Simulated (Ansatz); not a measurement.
```xyz
12

C    -1.7741   -0.7440   -0.6404
C    -0.6232   -0.9637   -0.0160
C     0.6854   -0.3504   -0.3839
Si    0.9786    1.1329    0.7231
Cl    2.8769    1.8825    0.4259
H    -2.6963   -1.1972   -0.2977
H    -1.8321   -0.1099   -1.5198
H    -0.6196   -1.6040    0.8637
H     1.5131   -1.0536   -0.2543
H     0.6924   -0.0089   -1.4227
H     0.8646    0.7522    2.1517
H     0.0112    2.2088    0.4045
```

Geometry: PBE0-D4/def2-TZVP.

Level of theory: RKS PBE0-D4/def2-TZVPP (Ansatz).

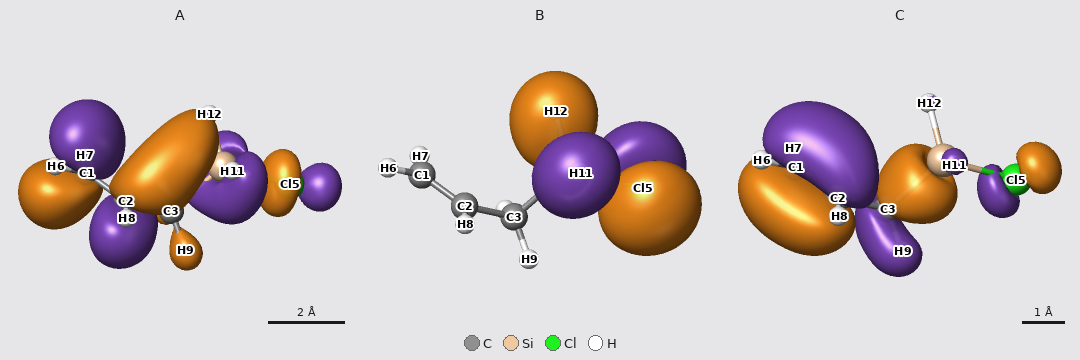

C$_{3}$H$_{7}$ClSi (SMILES C=CC[SiH2]Cl). Three frontier orbitals at ±0.08 Å⁻³ᐟ² (orange and purple are the two phases), in no order.

### Order the three orbitals by energy and name them.

B is the HOMO−1 (−8.83 eV). Its weight (Hirshfeld) is mainly on Cl5 (about 60 %), Si4 (about 15 %), H12 (about 10 %) and H11 (about 10 %). C is the HOMO (−7.43 eV). It lies mainly on C1 (about 35 %), C2 (about 25 %), C3 (about 10 %) and Si4 (about 10 %); π-bonding across C1–C2. A is the LUMO (−0.31 eV). It lies mainly on C1 (about 30 %), C2 (about 25 %), Si4 (about 15 %) and Cl5 (about 10 %).

### What is the HOMO–LUMO gap?

7.12 eV between the orbital energies.
